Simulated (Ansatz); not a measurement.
Band structure of LaTe (Fm-3m, 2 atoms in the cell).

```
LaTe
1.0
    0.00000     3.24713     3.24713
    3.24713     0.00000     3.24713
    3.24713     3.24713     0.00000
La Te
1 1
Cartesian
  0.00000   0.00000   0.00000
  3.24713   3.24713   3.24713
```

Computed with LDA (PW92), PAW files made with PBE (plane waves; Ansatz, an electronic-structure program).

Settings: kpoints.mp_grid.grid = 9 9 9; hamiltonian.xc = lda; hamiltonian.pseudopotentials = {kind: paw} (an earlier, softer set of the program's PAW files); scf.occupations.method = fermi_dirac; scf.occupations.width = 0.136 eV; kpoints.band_path.npoints = 8.

The starting cell comes from a database of computed structures (which also holds hypothetical and non-ambient phases and stackings), without a prior relaxation at this level. Spin-orbit coupling is off.

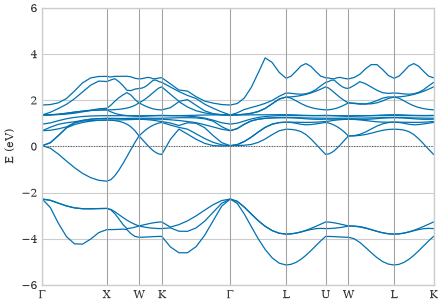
*Bands along the path, energies from the Fermi level.*

Levels in eV from the Fermi level, bands 10 to 17:
```csv
point,10,11,12,13,14,15,16,17
Γ,-12.30,-2.28,-2.28,-2.28,0.03,0.03,0.03,0.68
X,-11.97,-3.61,-2.69,-2.69,-1.51,1.14,1.14,1.21
W,-11.71,-3.94,-3.45,-3.45,0.45,0.45,1.17,1.17
K,-11.73,-3.90,-3.56,-3.28,-0.35,1.04,1.08,1.18
L,-11.29,-5.14,-3.80,-3.80,0.74,1.05,1.05,1.25
U,-11.73,-3.90,-3.56,-3.28,-0.35,1.04,1.08,1.18
```

Bands cross the Fermi level along this path, so the cell is metallic at this level.

Keys are those of Ansatz 0.2.
